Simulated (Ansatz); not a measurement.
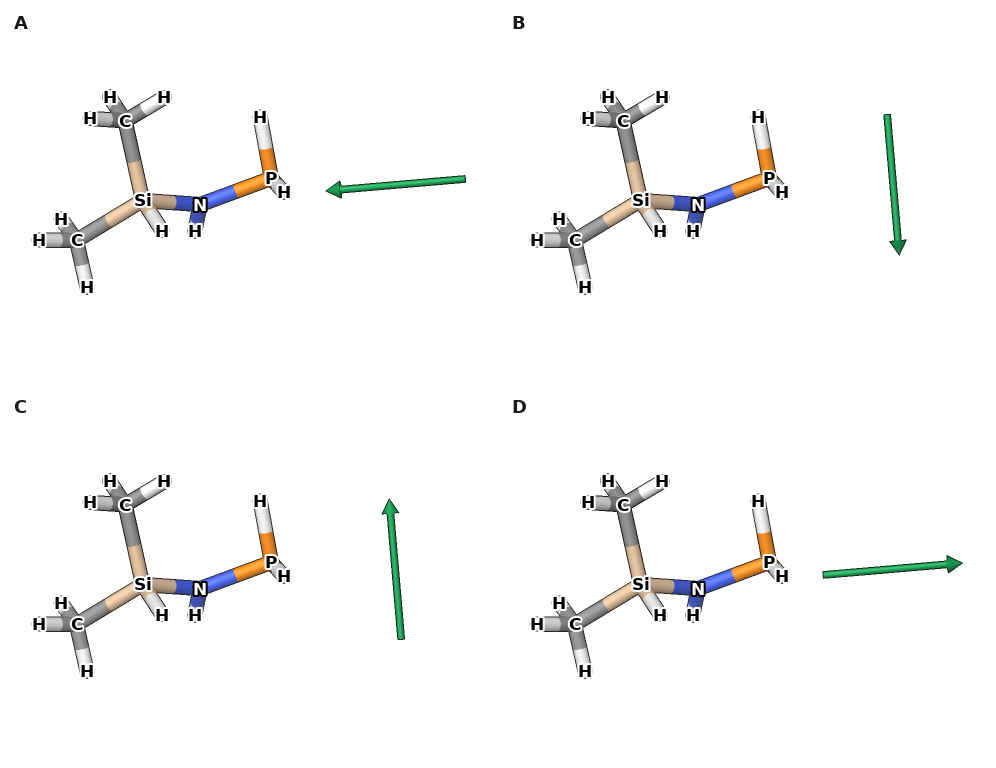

The same molecule four times, each with an arrow. The geometry was computed by an optimisation with PBE0-D4/def2-TZVP. No frequency run is at hand to confirm it as a minimum. Method: RKS PBE0-D4/def2-TZVP (Ansatz 0.2.0).

Which arrow points along the dipole moment, from the negative to the positive end?

Answer. A. The dipole moment is 1.50 D.
